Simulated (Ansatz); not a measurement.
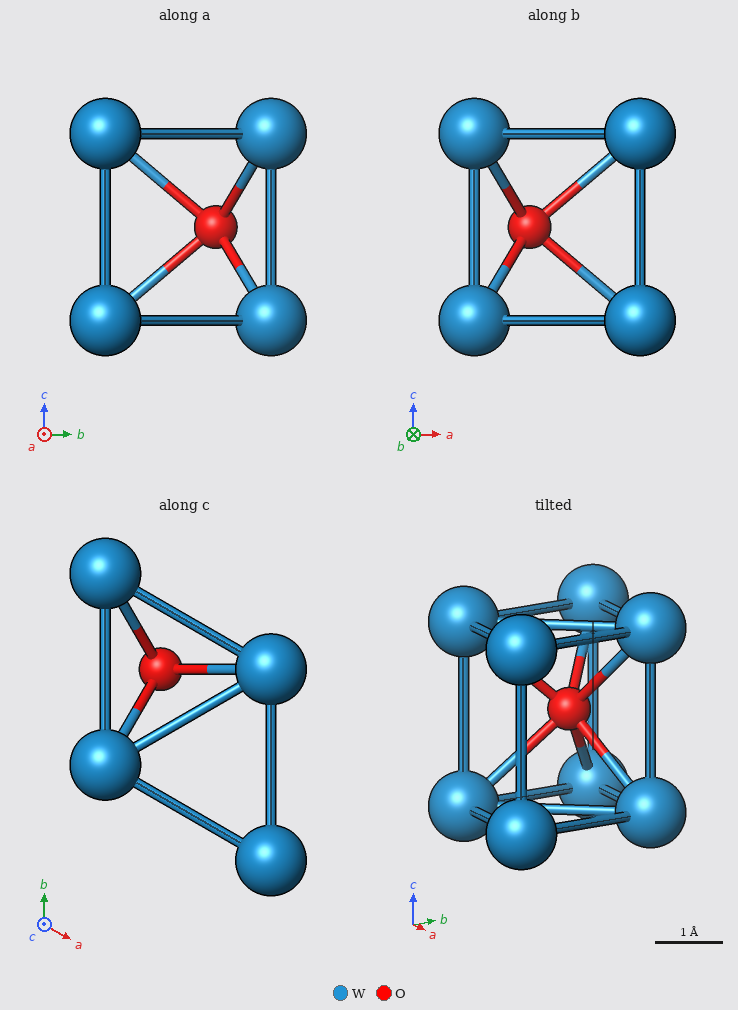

Ball-and-stick representation of a periodic structure, projected along the a axis, along the b axis, along the c axis and slightly off an axis. Atoms at the boundary of the conventional unit cell (the box) are drawn once for each face, edge or corner they touch.

Lattice parameters: a = 2.893 Å, b = 2.893 Å, c = 2.824 Å, α = 90.00°, β = 90.00°, γ = 120.00°. Put a along x and b in the xy plane.

Write down what is shown as a POSCAR file.

Answer.
```
W O
1.0
     2.893    0.000    0.000
    -1.447    2.506    0.000
     0.000    0.000    2.824
W O
1 1
Direct
  0.0000 0.0000 0.0000
  0.3333 0.6667 0.5000
```

The picture shows a generated cell, made by putting these elements into a known structure type (the compound may or may not exist in this form); the geometry isn't optimised. It went into a calculation with Ansatz.

At this level of theory the cell isn't at rest (compressed, at 25 GPa), so its distances can differ from those at equilibrium, the more so the softer the solid.
